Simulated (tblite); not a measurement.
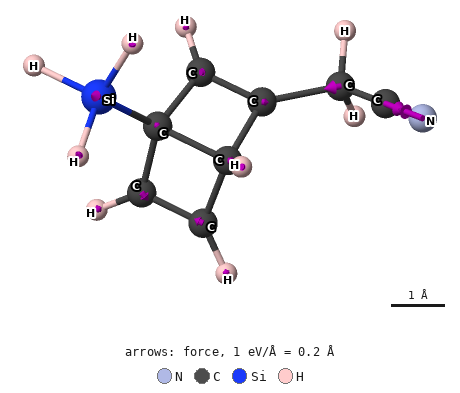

Starting geometry of C$_{8}$H$_{9}$NSi with the computed forces as purple arrows. Style: ball-and-stick. Shown at a tilt.

Theory: tblite 0.8.0, GFN2-xTB geometry optimisation, gas phase. 

> Is this structure relaxed? If not, where do the atoms go?

It isn't relaxed: the largest force vector, on the N atom, is 3.82 eV/Å. The final displacements have little in common with the starting forces (cosine between the two patterns 0.13). After 103 geometry steps the energy has fallen by 7.51 kcal/mol. The atom that moves furthest after the best rigid fit is the N atom (0.83 Å). Largest moves by element: N 0.83 Å, H 0.61 Å, C 0.38 Å, Si 0.11 Å. Near-neighbour distances that change, for instance: C–C 1.573 → 1.494 Å, H–Si 1.502 → 1.463 Å, C–N 1.175 → 1.143 Å, C–C 1.538 → 1.511 Å. Bond angles that change, for instance: C–C–H 119.2° → 124.7°, C–C–C 116.8° → 112.6°, Si–C–C 118.3° → 122.5°. Groups turn about C–C by about 30°. Cost: 1.6 s on 1 thread of Arm Neoverse N1 (shared host).
